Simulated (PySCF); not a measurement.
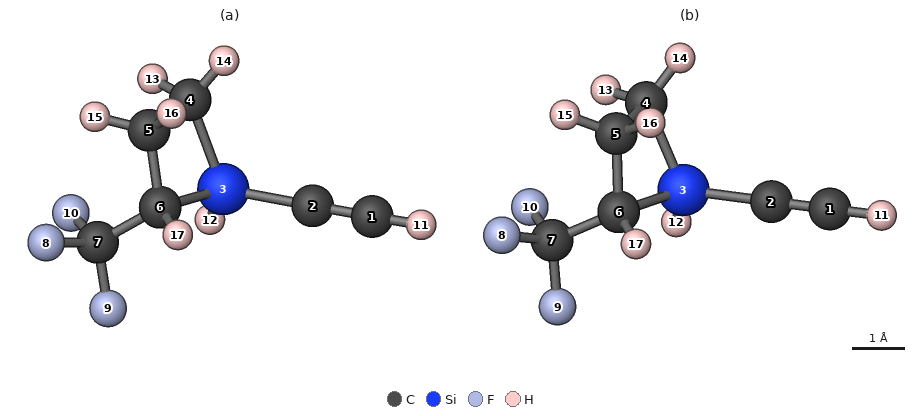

The structure of C6H7F3Si before (left) and after (right) a relaxation, at one scale.

The picture is a ball-and-stick view, seen face on.

The start comes from GFN2-xTB. Its atoms were then displaced at random by about 0.01 Å.

Level of theory: PySCF 2.14.0, density-fitted response routines, PBE0-D3(BJ)/def2-SVP geometry optimisation, gas phase. 

### Describe what moved and what it gained.

The energy falls by 7.13 kcal/mol in 14 geometry steps. The largest move after the best rigid fit is that of H16, 0.41 Å. By element the largest moves are H 0.41 Å, F 0.22 Å, C 0.18 Å, Si 0.04 Å. Some distances before and after: C1–H11 1.022 → 1.076 Å, Si3–H12 1.436 → 1.489 Å, C4–H14 1.048 → 1.098 Å, C2–Si3 1.862 → 1.831 Å. Among the angles between lasting bonds that change: Si3–C6–C5 90.9° → 86.6°, Si3–C6–C7 111.4° → 114.8°, Si3–C4–C5 90.6° → 87.6°.
